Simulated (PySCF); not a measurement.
# C5H5BF2O2: excited states, first hyperpolarisability

What do calculations give for the excited states, first hyperpolarisability of C5H5BF2O2 (`COc1ccc(B(F)F)o1`)?

Programs: PySCF 2.14.0, with routines of our own; each step states its level. All values are computed. Atoms count from 0.

## (1) The starting structure

15 atoms, charge 0, multiplicity 1; geometry from: GFN2-xTB.

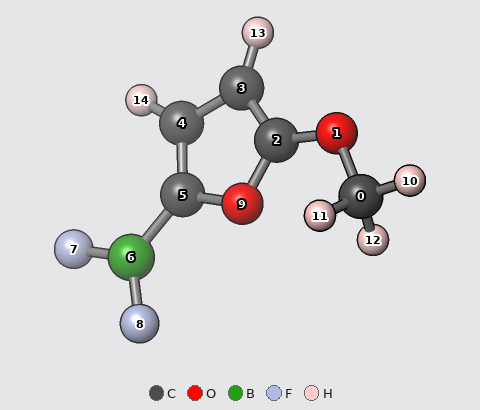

The starting geometry (carbon dark grey, oxygen red, boron green, fluorine light blue, hydrogen pink).

## (2) Optimising the geometry at PBE0-D3(BJ)/def2-SVP

The job: settings as JSON, then the geometry in Å.

```
{"job": {"xc": "PBE0", "basis": "def2-SVP", "d3": "d3bj", "grid": 2, "kind": "geom"}, "charge": 0, "multiplicity": 1}
C     -2.581323     0.712839     0.285727
O     -2.017934    -0.576544     0.100765
C     -0.690934    -0.633587     0.038432
C      0.104663    -1.744139    -0.132472
C      1.418240    -1.258487    -0.127595
C      1.363390     0.111917     0.044325
B      2.473531     1.151352     0.126333
F      3.749988     0.810068     0.031361
F      2.262183     2.445590     0.294704
O      0.037048     0.475445     0.145137
H     -3.657974     0.562220     0.310823
H     -2.240012     1.155777     1.224442
H     -2.312544     1.377216    -0.538996
H     -0.230459    -2.752599    -0.242821
H      2.317723    -1.829080    -0.236765
```

On the command line:

```sh
OMP_NUM_THREADS=1 python excited_run.py task.json out
```

This one command runs all jobs of the session in turn.

The program printed:

```text
step   0  E = -567.61042568  max force = 0.014661
step   1  E = -567.61110662  max force = 0.004499
step   2  E = -567.61159565  max force = 0.005277
step   3  E = -567.61189945  max force = 0.002465
step   4  E = -567.61197833  max force = 0.002648
step   5  E = -567.61204220  max force = 0.002251
step   6  E = -567.61208440  max force = 0.001239
step   7  E = -567.61210952  max force = 0.000417
step   8  E = -567.61211819  max force = 0.000404
optimisation converged
```

Run time: 2.2 min. Hardware: 1 thread of Arm Neoverse V1, shared host; peak memory 0.78 GiB.

Step by step:

```tsv
step	energy from step 0 (eV)	largest force component (eV/Å)
0	0.0000	0.7539
1	-0.0185	0.2313
2	-0.0318	0.2714
3	-0.0401	0.1268
4	-0.0422	0.1362
5	-0.0440	0.1158
6	-0.0451	0.0637
7	-0.0458	0.0214
8	-0.0461	0.0208
```

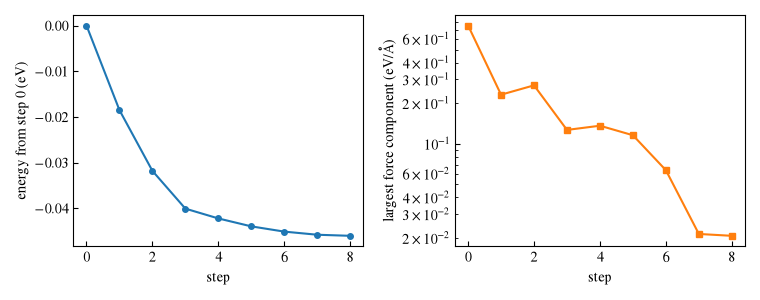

Energy and force, step by step.

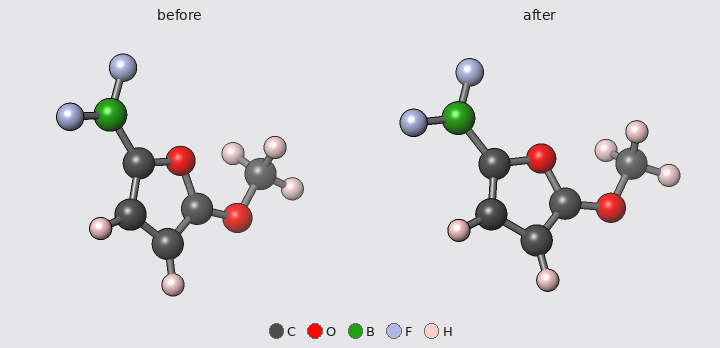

Before and after, at one scale.

Distances of close pairs at the start and the end, largest changes first:

```tsv
bond	before (Å)	after (Å)	change (Å)
C4–H14	1.071	1.089	+0.018
C3–H13	1.068	1.086	+0.017
C3–C4	1.400	1.414	+0.014
O1–C2	1.330	1.317	-0.013
C0–H10	1.087	1.096	+0.008
C0–H12	1.093	1.101	+0.008
C0–H11	1.093	1.101	+0.008
C5–O9	1.379	1.385	+0.006
```

The end geometry stands in the next job.

```tsv
at the end point	value
point group (found at 0.08 Å tolerance)	Cs
rotational constants (GHz, main isotopes)	2.743, 0.808, 0.627
dipole moment (D)	2.80
```

## (3) Excited states: TDA CAM-B3LYP/aug-cc-pVDZ

The job: settings as JSON, then the geometry in Å.

```
{"job": {"kind": "states", "xc": "CAM-B3LYP", "basis": "aug-cc-pVDZ", "tda": true, "soc": true, "nstates": 6, "ntriplets": 5, "nquad": 4}, "charge": 0, "multiplicity": 1}
C     -2.509342     0.888424    -0.146179
O     -1.978494    -0.398522    -0.403231
C     -0.689186    -0.583985    -0.208090
C      0.063627    -1.727337    -0.366550
C      1.378358    -1.338481    -0.019863
C      1.354597    -0.005191     0.327090
B      2.438789     0.961659     0.777932
F      3.692839     0.549038     0.902018
F      2.183957     2.229253     1.059251
O      0.049999     0.440284     0.198398
H     -3.582348     0.822111    -0.358365
H     -2.353395     1.179856     0.903853
H     -2.045958     1.646098    -0.796600
H     -0.303193    -2.697116    -0.688884
H      2.267972    -1.966338    -0.016902
```

Method: TDA CAM-B3LYP/aug-cc-pVDZ excited states, vertical, gas phase, spin-orbit mean-field couplings.

The program printed:

```text
coarse grid: 13960 points
cycle   1  E = -568.3264023115  dE =  2.123e+00  |g| = 8.630e-01  |ddm| = 1.816e+01
cycle   2  E = -568.2953760067  dE =  3.103e-02  |g| = 1.034e+00  |ddm| = 4.324e+00
cycle   3  E = -568.4664703774  dE = -1.711e-01  |g| = 6.469e-02  |ddm| = 2.134e+00
cycle   4  E = -568.4670726095  dE = -6.022e-04  |g| = 3.800e-02  |ddm| = 3.015e-01
cycle   5  E = -568.4673984507  dE = -3.258e-04  |g| = 1.158e-02  |ddm| = 1.646e-01
cycle   6  E = -568.4674283619  dE = -2.991e-05  |g| = 3.463e-03  |ddm| = 3.470e-02
cycle   7  E = -568.4674308942  dE = -2.532e-06  |g| = 7.335e-04  |ddm| = 8.125e-03
final grid: 139736 points
cycle   8  E = -568.4784324289  dE = -4.324e-05  |g| = 3.484e-03  |ddm| = 2.503e-01
cycle   9  E = -568.4784333636  dE = -9.347e-07  |g| = 3.134e-03  |ddm| = 3.070e-02
cycle  10  E = -568.4784354626  dE = -2.099e-06  |g| = 5.400e-04  |ddm| = 9.913e-03
cycle  11  E = -568.4784355039  dE = -4.135e-08  |g| = 2.877e-04  |ddm| = 1.485e-03
cycle  12  E = -568.4784355213  dE = -1.733e-08  |g| = 5.074e-05  |ddm| = 8.018e-04
cycle  13  E = -568.4784355218  dE = -5.430e-10  |g| = 2.115e-05  |ddm| = 1.381e-04
converged SCF energy = -568.4784355218

Singlet excitations
state   eV       nm        f     d(h-e)  d(exc)  Lambda  PR(NTO)  |dmu|/D   mu/D   main configurations
  1   5.2367   236.8   0.45644   1.039   3.004   0.687   1.099    2.794    5.642   H->L 0.94
  2   5.4695   226.7   0.00099   0.683   4.233   0.207   1.016    3.059    0.444   H->L+1 0.74
  3   6.1494   201.6   0.00217   0.652   5.125   0.169   1.017    3.426    2.668   H->L+2 0.84
  4   6.2409   198.7   0.01552   0.256   4.863   0.181   1.041    1.764    1.876   H->L+3 0.87
  5   6.4797   191.3   0.00547   0.856   4.679   0.280   1.028                     H->L+4 0.88
  6   6.5703   188.7   0.00200   1.807   5.197   0.197   1.017                     H->L+5 0.32, H->L+7 0.26, H->L+1 0.16

Triplet excitations (Tamm-Dancoff)
state   eV     d(h-e)  d(exc)  Lambda  PR(NTO)   main configurations
  1   3.3279   0.423   2.654   0.681   1.025   H->L 0.90
  2   5.2276   0.155   2.467   0.590   1.927   H-1->L 0.46, H->L+11 0.34, H->L+12 0.10
  3   5.3969   0.663   4.101   0.208   1.020   H->L+1 0.70
  4   5.5375   0.645   2.728   0.592   1.632   H-1->L 0.44, H->L+11 0.30, H->L+12 0.09
  5   6.1326   0.650   5.065   0.171   1.024   H->L+2 0.82
S1 - T1 = 1.9088 eV

Spin-orbit couplings |<S|Hso|T>| (cm-1)
             T1       T2       T3       T4       T5
S0        0.070    0.105    3.344    0.054    3.912
S1        0.016    0.062    0.094    0.047    3.121
S2        0.097    0.073    0.042    0.144    0.155
S3        3.036    0.952    0.196    0.849    0.023
S4        0.385    0.971    0.004    0.709    0.004
S5        0.075    0.032    0.222    0.026    0.185
S6        4.433    2.357    0.417    0.807    0.507
T1 sublevels (cm-1): 0.000 0.001 0.001   radiative rates (1/s): 0.00323 0.0633 6.25e-05
```

Run time: 85 s. Hardware: 1 thread of Arm Neoverse V1, shared host; peak memory 1.2 GiB.

Key values:

```tsv
quantity	value
S1 less T1	1.91 eV
```

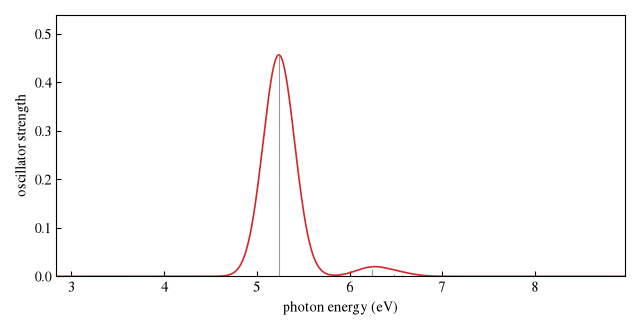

Absorption lines of the singlets. Lines are broadened to a width of 0.40 eV (Gaussian).

## (4) Excited states: TDDFT CAM-B3LYP/aug-cc-pVDZ

Settings changed since step 3:

```diff
@@ -1,2 +1,2 @@
-{"job": {"kind": "states", "xc": "CAM-B3LYP", "basis": "aug-cc-pVDZ", "tda": true, "soc": true, "nstates": 6, "ntriplets": 5, "nquad": 4}, "charge": 0, "multiplicity": 1}
+{"job": {"kind": "states", "xc": "CAM-B3LYP", "basis": "aug-cc-pVDZ", "tpa": true, "nstates": 8, "nquad": 6, "ntriplets": 0}, "charge": 0, "multiplicity": 1}
 C     -2.509342     0.888424    -0.146179
```

Level: TDDFT CAM-B3LYP/aug-cc-pVDZ excited states, vertical, gas phase, two-photon moments by quadratic response.

The program printed:

```text
coarse grid: 13960 points
cycle   1  E = -568.3264023115  dE =  2.123e+00  |g| = 8.630e-01  |ddm| = 1.816e+01
cycle   2  E = -568.2953760067  dE =  3.103e-02  |g| = 1.034e+00  |ddm| = 4.324e+00
cycle   3  E = -568.4664703774  dE = -1.711e-01  |g| = 6.469e-02  |ddm| = 2.134e+00
cycle   4  E = -568.4670726095  dE = -6.022e-04  |g| = 3.800e-02  |ddm| = 3.015e-01
cycle   5  E = -568.4673984507  dE = -3.258e-04  |g| = 1.158e-02  |ddm| = 1.646e-01
cycle   6  E = -568.4674283619  dE = -2.991e-05  |g| = 3.463e-03  |ddm| = 3.470e-02
cycle   7  E = -568.4674308942  dE = -2.532e-06  |g| = 7.335e-04  |ddm| = 8.125e-03
final grid: 139736 points
cycle   8  E = -568.4784324289  dE = -4.324e-05  |g| = 3.484e-03  |ddm| = 2.503e-01
cycle   9  E = -568.4784333636  dE = -9.347e-07  |g| = 3.134e-03  |ddm| = 3.070e-02
cycle  10  E = -568.4784354626  dE = -2.099e-06  |g| = 5.400e-04  |ddm| = 9.913e-03
cycle  11  E = -568.4784355039  dE = -4.135e-08  |g| = 2.877e-04  |ddm| = 1.485e-03
cycle  12  E = -568.4784355213  dE = -1.733e-08  |g| = 5.074e-05  |ddm| = 8.018e-04
cycle  13  E = -568.4784355218  dE = -5.430e-10  |g| = 2.115e-05  |ddm| = 1.381e-04
converged SCF energy = -568.4784355218

Singlet excitations
state   eV       nm        f     d(h-e)  d(exc)  Lambda  PR(NTO)  |dmu|/D   mu/D   delta(TPA)   sigma/GM   main configurations
  1   4.9621   249.9   0.33743   0.971   2.932   0.682   1.144    2.762    5.615      329.72      2.974   H->L 0.97
  2   5.4650   226.9   0.00078   0.684   4.232   0.207   1.016    3.054    0.440       80.33      0.879   H->L+1 0.74
  3   6.1483   201.7   0.00190   0.652   5.125   0.169   1.018    3.421    2.702       22.21      0.308   H->L+2 0.84
  4   6.2373   198.8   0.01377   0.253   4.862   0.181   1.041    1.734    1.865       31.67      0.451   H->L+3 0.87
  5   6.4459   192.3   0.00264   0.736   4.611   0.297   1.042    2.725    3.907       33.78      0.514   H->L+4 0.83, H->L+11 0.10
  6   6.5650   188.9   0.00208   1.817   5.199   0.197   1.018    7.877    5.841       22.45      0.355   H->L+5 0.32, H->L+7 0.26, H->L+1 0.16
  7   6.6265   187.1   0.00839   0.162   3.169   0.575   2.040                                            H-1->L 0.43, H->L+11 0.40
  8   6.8896   180.0   0.00644   0.878   5.471   0.184   1.038                                            H->L+5 0.45, H->L+6 0.30, H->L+7 0.15
```

It took 2 min on 1 thread of Arm Neoverse V1, shared host; peak memory 1.2 GiB.

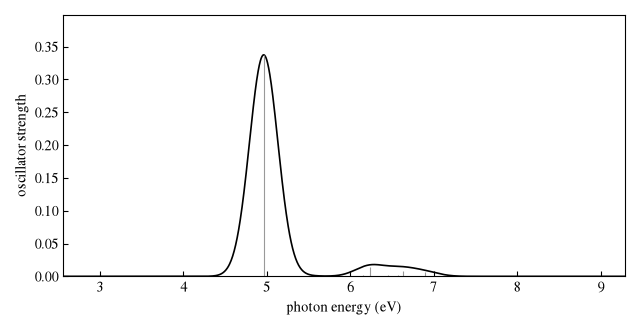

Absorption lines of the singlets. Lines are broadened to a width of 0.40 eV (Gaussian).

## (5) First hyperpolarisability: quadratic response CAM-B3LYP/aug-cc-pVDZ

Settings changed since step 4:

```diff
@@ -1,2 +1,2 @@
-{"job": {"kind": "states", "xc": "CAM-B3LYP", "basis": "aug-cc-pVDZ", "tpa": true, "nstates": 8, "nquad": 6, "ntriplets": 0}, "charge": 0, "multiplicity": 1}
+{"job": {"kind": "beta", "xc": "CAM-B3LYP", "basis": "aug-cc-pVDZ"}, "charge": 0, "multiplicity": 1}
 C     -2.509342     0.888424    -0.146179
```

With the program's defaults for keys left out, this is: quadratic response CAM-B3LYP/aug-cc-pVDZ first hyperpolarisability, Taylor convention, gas phase.

The program printed:

```text
coarse grid: 13960 points
cycle   1  E = -568.3264023115  dE =  2.123e+00  |g| = 8.630e-01  |ddm| = 1.816e+01
cycle   2  E = -568.2953760067  dE =  3.103e-02  |g| = 1.034e+00  |ddm| = 4.324e+00
cycle   3  E = -568.4664703774  dE = -1.711e-01  |g| = 6.469e-02  |ddm| = 2.134e+00
cycle   4  E = -568.4670726095  dE = -6.022e-04  |g| = 3.800e-02  |ddm| = 3.015e-01
cycle   5  E = -568.4673984507  dE = -3.258e-04  |g| = 1.158e-02  |ddm| = 1.646e-01
cycle   6  E = -568.4674283619  dE = -2.991e-05  |g| = 3.463e-03  |ddm| = 3.470e-02
cycle   7  E = -568.4674308942  dE = -2.532e-06  |g| = 7.335e-04  |ddm| = 8.125e-03
final grid: 139736 points
cycle   8  E = -568.4784324289  dE = -4.324e-05  |g| = 3.484e-03  |ddm| = 2.503e-01
cycle   9  E = -568.4784333636  dE = -9.347e-07  |g| = 3.134e-03  |ddm| = 3.070e-02
cycle  10  E = -568.4784354626  dE = -2.099e-06  |g| = 5.400e-04  |ddm| = 9.913e-03
cycle  11  E = -568.4784355039  dE = -4.135e-08  |g| = 2.877e-04  |ddm| = 1.485e-03
cycle  12  E = -568.4784355213  dE = -1.733e-08  |g| = 5.074e-05  |ddm| = 8.018e-04
cycle  13  E = -568.4784355218  dE = -5.430e-10  |g| = 2.115e-05  |ddm| = 1.381e-04
converged SCF energy = -568.4784355218

Lowest singlets (eV, f): 4.9621 0.3374  5.4650 0.0008  6.1483 0.0019

First hyperpolarisability (au)
process     nm      |vector|   parallel      HRS      DR
static         -      547.93     328.45     232.12   4.646
shg       1907.0      600.51     360.09     254.15   4.678
eope      1907.0      564.60     338.49          -       -
shg       1064.0      750.96     450.52     317.17    4.75
eope      1064.0      604.52     362.51          -       -
```

Wall time 85 s (1 thread of Arm Neoverse V1, shared host); peak memory 1.1 GiB.

## (6) What came out

| quantity | value |
| --- | --- |
| point group | Cs |
| rotational constants (main isotopes) | 2.74, 0.81, 0.63 GHz |
| S1 less T1 (step 3, TDA CAM-B3LYP/aug-cc-pVDZ) | 1.91 eV |
| β vector (step 5, quadratic response CAM-B3LYP/aug-cc-pVDZ) | static 548, SHG 1907.0 nm 601, SHG 1064.0 nm 751 au |

What this shows: Relaxing lowered the energy by 0.046 eV in 8 steps; the close pair that moved most is C4–H14, from 1.071 to 1.089 Å. In step 3, the number of triplets below S1 is 2, and the largest singlet-triplet spin-orbit coupling is S6–T1, 4.43 cm⁻¹. β grows from 548 au (static) to 751 au for doubling at 1064.0 nm: normal dispersion, which grows as twice the photon energy moves toward the bright states.
